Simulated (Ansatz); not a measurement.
## Electronic structure of ClGeH3O···HF in real space

```xyz
8

Ge    0.2847   -0.4109   -0.3140
F    -0.5052   -0.0501    2.7061
H     1.0682   -0.5163   -1.6479
H     0.1005    0.9905    0.2798
O    -1.3376   -1.1355   -0.4561
H    -1.3013   -1.9980   -0.9120
Cl    1.5116   -1.6106    1.1001
H     0.1969   -0.6621    2.5449
```

Theory: Ansatz, RKS PBE/def2-SVP.

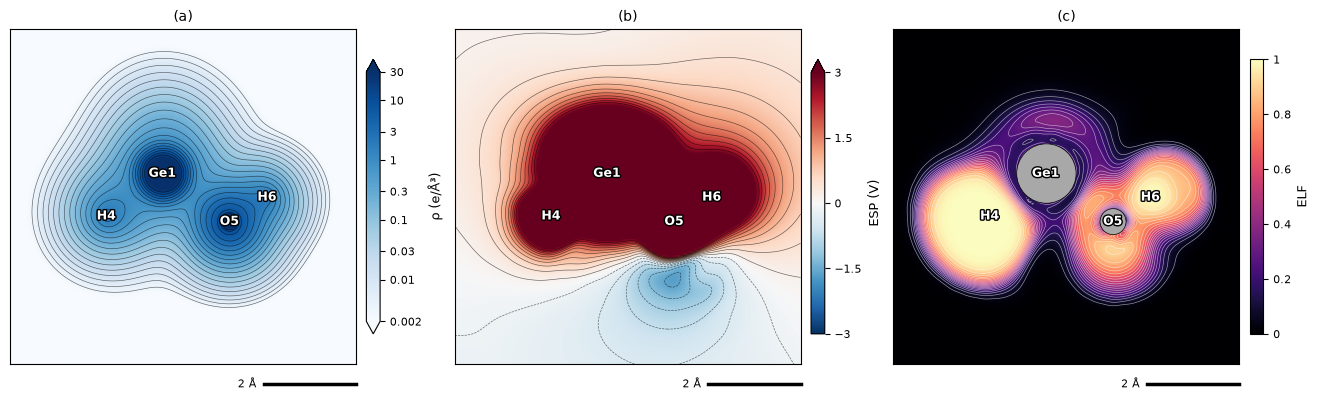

Figure 1. (a) total electron density; (b) electrostatic potential; (c) ELF on the plane of atoms H4, Ge1 and O5. Grey discs cover the atomic cores in the ELF map.

What do the fields say about this system?

Answer.
- The plane passes through Ge, H and O nuclei.
- Ge–O (1.78 Å): the density is about 0.95 e/Å³ at the midpoint; the ELF peaks at about 0.85 in the valence shell of O, 0.6 Å from its nucleus, and is about 0.30 at the midpoint.
- O–H (0.98 Å): ρ at the midpoint is about 3.6 e/Å³; the ELF climbs to about 1 towards the hydrogen, as it does in any bond to H (an ordinary covalent bond to hydrogen).
- Ge–H (1.53 Å): ρ at the midpoint is about 1.1 e/Å³; the ELF climbs to about 1 towards the hydrogen.
- The ELF also peaks beside O5, away from the bonds: lone-pair regions.
- Outside the dense part of the complex the potential is most negative (−1.6 V) near O5.

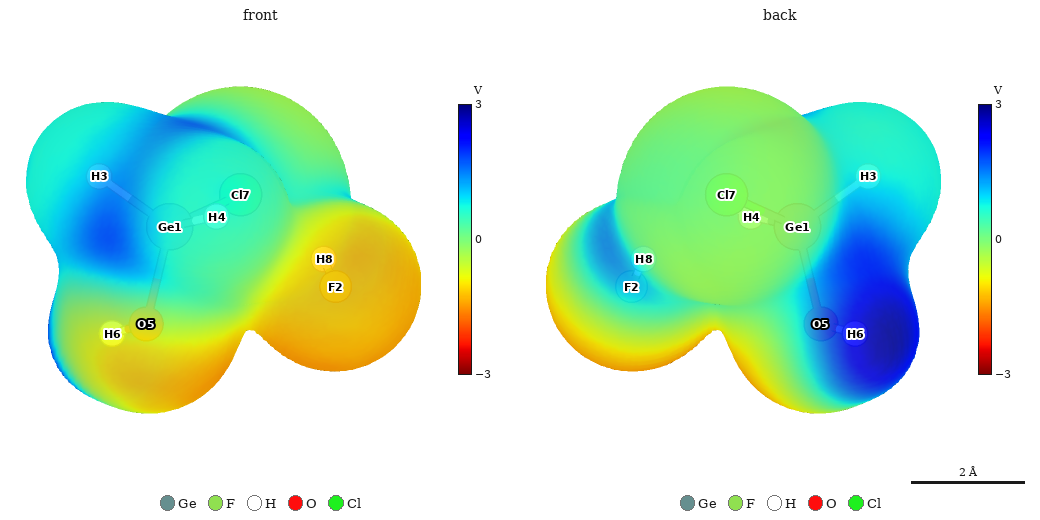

Figure 2. The electrostatic potential painted on the density surface at 0.002 e/bohr³, seen from the front and from behind; red is negative and blue positive.

Describe the electrostatic potential map.

Answer. The most negative region (about −1.5 V) lies over F2 and O5, the most positive (about +2.7 V) over H6.

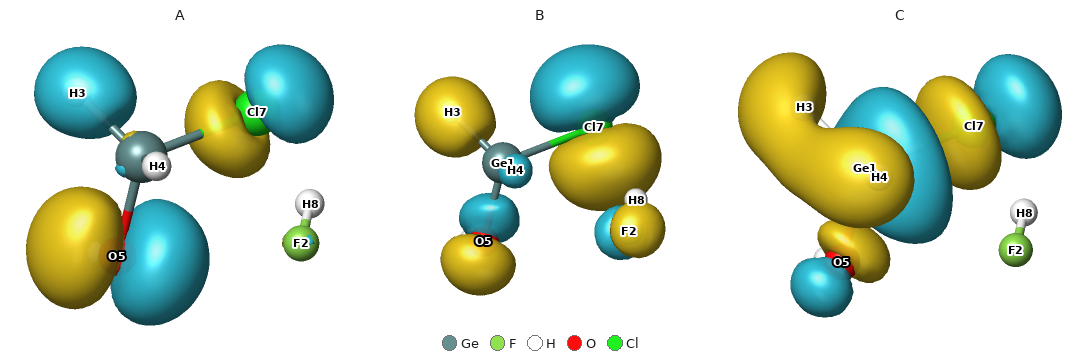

Figure 3. Three frontier orbitals at ±0.1 Å⁻³ᐟ² (yellow and cyan are the two phases), in no order.

Order the three orbitals by energy and name them.

Answer. B is the HOMO−1 (−7.76 eV). It lies mainly on Cl7 (about 65 %), O5 (about 15 %), Ge1 (about 5 %), F2 (about 5 %) and H3 (about 5 %). A is the HOMO (−7.44 eV). It lies mainly on O5 (about 65 %), Cl7 (about 15 %) and Ge1 (about 10 %). C is the LUMO (−1.23 eV). It lies mainly on Ge1 (about 40 %), Cl7 (about 30 %), O5 (about 10 %), H3 (about 10 %) and H4 (about 10 %).

What is the HOMO–LUMO gap?

Answer. 6.21 eV between the orbital energies.
